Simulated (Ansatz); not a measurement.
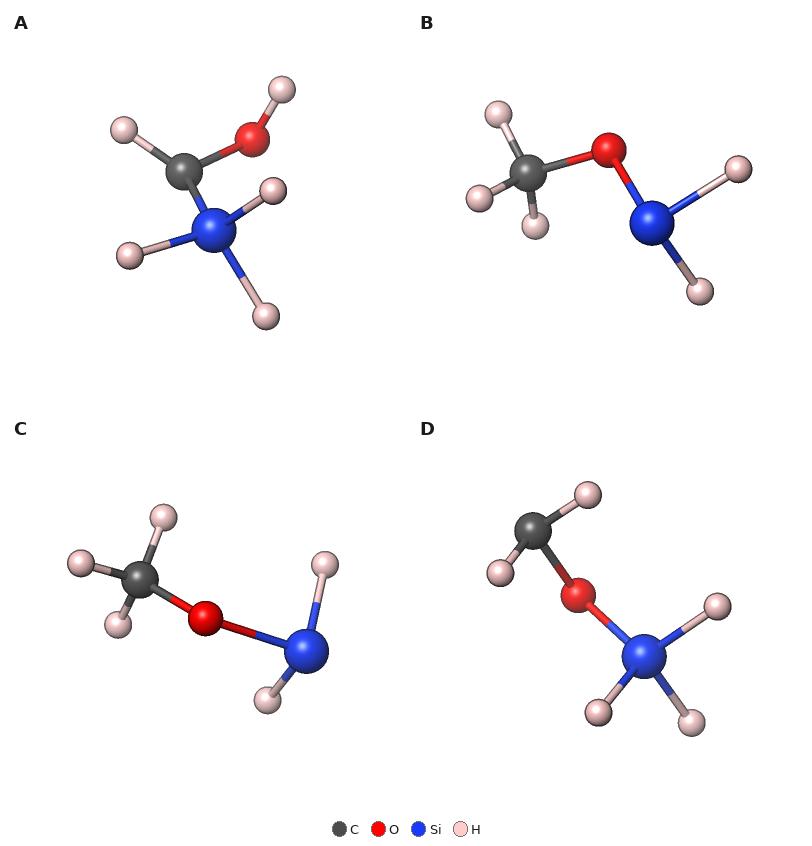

4 stationary structures of one formula. Charge −1, singlet. Geometries: PBE0-D4/def2-TZVPD. Electronic energies: PBE0-D4/def2-TZVPPD (Ansatz 0.2.0), without zero-point energy. No frequency run is at hand to confirm each as a minimum. Each is one conformer, not always the lowest.

> Which structure is the most stable?

C is lowest (Cs); B lies 2.4 kcal/mol above it (C1), D lies 34.4 kcal/mol above it (Cs), A lies 43.3 kcal/mol above it (C1).
